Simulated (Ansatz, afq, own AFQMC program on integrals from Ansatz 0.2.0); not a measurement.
# BH4 (doublet): AFQMC on the coupled-cluster ladder at distance H1–H2 along a hydrogen transfer = 1.106 Å, cc-pVTZ, part 2 of 2

Ansatz 0.2.0, Gaussian basis, and an in-house AFQMC program (afq) on its integrals; all values are calculated; cc-pVTZ, frozen cores. Earlier steps stand in the parts before.

## Step 9: CCSDT(Q) on UHF

The input, in.yaml:

```yaml
crystal:
  periodic: [false, false, false]
  atoms:
    - {symbol: H, position_ang: [-2.236436, 0.000000, 0.000000]}
    - {symbol: H, position_ang: [-1.130436, 0.000000, 0.000000]}
    - {symbol: B, position_ang: [0.184564, 0.000000, 0.000000]}
    - {symbol: H, position_ang: [0.693637, 0.000000, 1.077008]}
    - {symbol: H, position_ang: [0.693637, 0.000000, -1.077008]}
basis:
  gaussian: {orbitals: cc-pVTZ}
magnetization: {spin_polarized: true, initial_magnetization: 1}
correlation: {method: ccsdt_q, electrons: outside_noble_gas}
```

On the command line:

```console
$ ansatz run in.yaml --threads 1 --pin off --events-out ev --progress --plain --max-ram 24576MiB --backend cuda --devices 0, --max-vram 18GiB
```

Standard output, shortened:

```text
Functional definition: HF
  name "HF"
  cite "Fock, Z. Phys. 61, 126 (1930) doi:10.1007/BF01340294"
  parent pbe
[...]
1035 factors; integrals over basis functions are off by at most 2.3e-7 eV
[...]
mean field -731.17043390 eV, -26.8700178408 hartree, gradient 2.9e-6 eV, S^2 0.768785; 0 other end points of the search recorded, 0 dependent functions left out
1 core orbitals not correlated: weight in the atoms' cores, before any rotation towards them, 1.000 or more for the frozen orbitals, at most 0.000 for the correlated occupied ones
reference -731.17043390 eV, -26.8700178408 hartree; 4, 3 occupied and 81, 82 virtual orbitals, 1035 factors
second order -3.31011192 eV of doubles, -0.00000000 eV of singles
cycle   1  -3.79366583 eV  change   -4.8e-1 eV  update   5.4e-2
[...]
cycle  14  -4.10297174 eV  change    1.5e-7 eV  update   3.3e-7
perturbative correction -0.00185316 eV, -0.0000681022 hartree
Total energy: -735.27525880 eV, -27.0208673733 hartree
```

Run time: 19 s. Hardware: 1 × NVIDIA H100 80GB HBM3 with 1 thread of AMD EPYC 7R13 (Zen 3), shared host; peak host memory 1.8 GiB.

From the report: ⟨S²⟩ of the determinant 0.769 (pure doublet: 0.75); correlation -4.1048 eV; T1 0.013; largest double amplitude 0.05.

## Step 10: CCSD(T) on UHF

in.yaml, as its differences from that of step 9:

```diff
@@ -9,4 +9,4 @@
 basis:
-  gaussian: {orbitals: cc-pVTZ}
+  gaussian: {orbitals: def2-TZVPP}
 magnetization: {spin_polarized: true, initial_magnetization: 1}
-correlation: {method: ccsdt_q, electrons: outside_noble_gas}
+correlation: {method: ccsd_t, electrons: outside_noble_gas}
```

Launched as before.

Standard output, shortened:

```text
Functional definition: HF
  name "HF"
  cite "Fock, Z. Phys. 61, 126 (1930) doi:10.1007/BF01340294"
  parent pbe
[...]
486 factors; integrals over basis functions are off by at most 1.5e-3 eV
[...]
mean field -731.18491405 eV, -26.8705499765 hartree, gradient 3.2e-6 eV, S^2 0.768892; 1 other end points of the search recorded, 0 dependent functions left out
determinant -731.18491405 eV, -26.8705499765 hartree, with singles and doubles -735.30178709 eV, -27.0218422700 hartree
determinant -728.82872104 eV, -26.7839614803 hartree, with singles and doubles -733.50743597 eV, -26.9559010827 hartree
1 core orbitals not correlated: weight in the atoms' cores, before any rotation towards them, 1.000 or more for the frozen orbitals, at most 0.000 for the correlated occupied ones
reference -731.18491405 eV, -26.8705499765 hartree; 4, 3 occupied and 82, 83 virtual orbitals, 486 factors
second order -3.30724637 eV of doubles, -0.00000000 eV of singles
cycle   1  -3.99241921 eV  change   -3.3e-1 eV  update   1.7e-2
[...]
cycle   8  -4.00138211 eV  change   -2.6e-6 eV  update   8.4e-6
perturbative correction -0.08564083 eV, -0.0031472424 hartree
Total energy: -735.27193699 eV, -27.0207452991 hartree
```

It took 16 s on 1 × NVIDIA H100 80GB HBM3 with 1 thread of AMD EPYC 7R13 (Zen 3), shared host; peak host memory 1.8 GiB.

From the report: ⟨S²⟩ of the determinant 0.769 (pure doublet: 0.75); correlation -4.0870 eV; T1 0.013; largest double amplitude 0.05.

## Step 11: CCSD(T) on UHF

in.yaml, as its differences from that of step 10:

```diff
@@ -9,3 +9,3 @@
 basis:
-  gaussian: {orbitals: def2-TZVPP}
+  gaussian: {orbitals: "def2-QZVPP.json"}
 magnetization: {spin_polarized: true, initial_magnetization: 1}
```

Same command.

Standard output, shortened:

```text
Functional definition: HF
  name "HF"
  cite "Fock, Z. Phys. 61, 126 (1930) doi:10.1007/BF01340294"
  parent pbe
[...]
1037 factors; integrals over basis functions are off by at most 1.3e-3 eV
[...]
mean field -731.23683066 eV, -26.8724578765 hartree, gradient 2.4e-6 eV, S^2 0.769062; 0 other end points of the search recorded, 0 dependent functions left out
1 core orbitals not correlated: weight in the atoms' cores, before any rotation towards them, 1.000 or more for the frozen orbitals, at most 0.000 for the correlated occupied ones
reference -731.23683066 eV, -26.8724578765 hartree; 4, 3 occupied and 172, 173 virtual orbitals, 1037 factors
second order -3.50353963 eV of doubles, -0.00000000 eV of singles
cycle   1  -3.93463875 eV  change   -4.3e-1 eV  update   4.9e-2
[...]
cycle  10  -4.14473699 eV  change   -5.4e-7 eV  update   3.0e-6
perturbative correction -0.09452499 eV, -0.0034737294 hartree
Total energy: -735.47609264 eV, -27.0282478810 hartree
```

It took 15 s on 1 × NVIDIA H100 80GB HBM3 with 1 thread of AMD EPYC 7R13 (Zen 3), shared host; peak host memory 1.8 GiB.

From the report: ⟨S²⟩ of the determinant 0.769 (pure doublet: 0.75); correlation -4.2393 eV; T1 0.013; largest double amplitude 0.03.

## Step 12: Phaseless AFQMC, CISD trial on UHF

It reads the integrals that the CCSD(T) run on this determinant wrote.

On the command line:

```console
$ afq ham --method phaseless --trial cisd --walkers 1900 --populations 20 --least-time 60 --time-step 0.005 --steps-per-block 50 --equilibration-blocks 28 --max-blocks 4000 --target-error 0.00016 --factor-cut 1e-05 --start spin_pure --seed 1742 --release-times 0.24,0.51,0.99,1.62,2.4 --release-step 0.03 --release-every 3 --taylor-order 6
```

Standard output:

```text
orbitals 85  electrons 4 3  factors 472 of 472
reference energy -26.87001769 Eh
CCSD correlation -0.14703236 Eh in 10 cycles, weight of the determinant in the CISD state 0.9300
energy of the start -27.016732 Eh
 block  time / (1/Eh)  mean weight  energy / Eh
     1     0.250  0.9999  -27.016340
     2     0.500  0.9998  -27.017233
     3     0.750  0.9998  -27.018006
     4     1.000  0.9999  -27.018889
     5     1.250  0.9998  -27.019362
     6     1.500  0.9998  -27.020051
     7     1.750  0.9998  -27.020219
     8     2.000  0.9994  -27.020349
     9     2.250  0.9996  -27.020515
    10     2.500  1.0001  -27.020310
    11     2.750  1.0001  -27.020038
    12     3.000  1.0000  -27.020532
    13     3.250  0.9999  -27.020672
    14     3.500  1.0003  -27.020801
    15     3.750  0.9998  -27.020942
    16     4.000  0.9998  -27.020751
    17     4.250  0.9997  -27.020612
    18     4.500  1.0003  -27.020940
    19     4.750  0.9999  -27.020876
    20     5.000  0.9997  -27.021078
    21     5.250  0.9999  -27.020811
    22     5.500  0.9994  -27.020603
    23     5.750  0.9998  -27.020724
    24     6.000  0.9999  -27.020560
    25     6.250  1.0003  -27.020755
    26     6.500  1.0001  -27.020591
    27     6.750  0.9999  -27.020759
    28     7.000  1.0001  -27.020637
    29     7.250  0.9997  -27.020566
    30     7.500  1.0002  -27.020740
    31     7.750  0.9996  -27.020942
    32     8.000  1.0001  -27.020851
    33     8.250  0.9998  -27.020642
    34     8.500  0.9996  -27.021067
    35     8.750  1.0002  -27.020813
    36     9.000  0.9999  -27.020681
    37     9.250  1.0001  -27.020457
    38     9.500  1.0003  -27.020873
    39     9.750  1.0000  -27.020643
    40    10.000  1.0000  -27.020835
    41    10.250  1.0000  -27.021290
    42    10.500  0.9999  -27.020552
    43    10.750  1.0001  -27.020631
    44    11.000  1.0002  -27.020705
    45    11.250  0.9994  -27.020939
    46    11.500  0.9998  -27.021075
    47    11.750  0.9995  -27.020706
    48    12.000  0.9997  -27.020497
    49    12.250  0.9999  -27.020457
    50    12.500  1.0000  -27.020216
    51    12.750  1.0000  -27.020880
    52    13.000  1.0000  -27.020812
    53    13.250  0.9998  -27.020730
    54    13.500  1.0003  -27.020432
    55    13.750  0.9997  -27.020755
    56    14.000  1.0002  -27.020587
    57    14.250  0.9999  -27.020903
    58    14.500  0.9999  -27.020766
    59    14.750  1.0000  -27.020649
    60    15.000  1.0003  -27.021094
    61    15.250  1.0002  -27.020605
    62    15.500  1.0004  -27.020680
    63    15.750  0.9997  -27.020597
    64    16.000  0.9996  -27.020423
    65    16.250  1.0002  -27.020490
    66    16.500  1.0001  -27.020249
    67    16.750  1.0002  -27.020583
    68    17.000  0.9999  -27.020632
    69    17.250  1.0000  -27.021051
    70    17.500  1.0003  -27.021039
    71    17.750  1.0001  -27.020868
    72    18.000  1.0004  -27.020935
    73    18.250  0.9999  -27.021265
    74    18.500  1.0000  -27.021176
    75    18.750  0.9998  -27.020625
    76    19.000  0.9998  -27.020932
    77    19.250  1.0000  -27.020882
    78    19.500  0.9999  -27.020816
error from the spread of 20 populations
released: time / (1/Eh)  energy / Eh  error  mean overlap
  0.24  -27.020830  0.000063  0.9984
  0.51  -27.020794  0.000039  0.9978
  0.99  -27.020812  0.000047  0.9957
  1.62  -27.020789  0.000045  0.9922
  2.40  -27.020973  0.000067  0.9803
energy -27.020753 +/- 0.000077 Eh
```

Run time: 2.5 min. Hardware: 1 × NVIDIA H100 80GB HBM3 with 2 threads of AMD EPYC 7R13 (Zen 3), shared host; peak host memory 1.8 GiB.

Energy -735.2721 ± 0.0021 eV. Caveats: constraint bias not in the error.

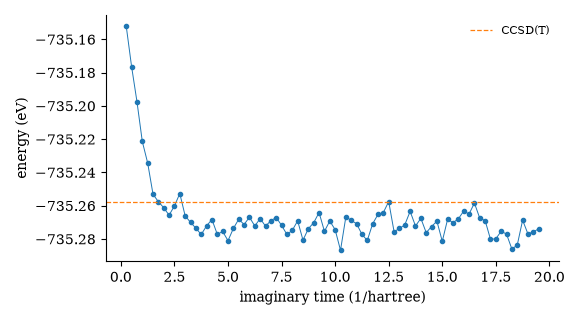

Block energies along the walk.

## Step 13: AFQMC on the ladder

On the UHF determinant, counted from CCSDT(Q) (a yardstick, not exact):

```tsv
level	energy (eV)	from CCSDT(Q) (meV)	statistical error (meV)	time
HF	-731.1704	+4104.8		
MP2	-734.4805	+794.7		
CCSD	-735.1714	+103.9		
CCSD(T)	-735.2577	+17.6		
CCSDT(Q)	-735.2753	0.0		
Phaseless AFQMC, CISD trial, step 0.005, 1900 walkers	-735.2721	+3.1	2.1	2.5 min
```

The functionals' totals stand on their own zeros and serve differences with other points: PBE -735.886 eV; r2SCAN -736.861 eV; PBE0 -736.204 eV; B3LYP -737.870 eV; wB97M-V -736.365 eV; B2PLYP -736.475 eV.

## Step 14: Outcome

This closing draws on all 2 parts.

```
                                        quantity           value
                    CCSD(T) on UHF from CCSDT(Q)       +17.6 meV
Phaseless AFQMC, CISD trial on UHF from CCSDT(Q)  +3.1 ± 2.1 meV
```

**Reading.** On UHF the phaseless walk with the CISD trial lies +3.1 meV from CCSDT(Q), within three error bars. Error bars are statistical and leave out the constraint, the time step and what remains of the start.
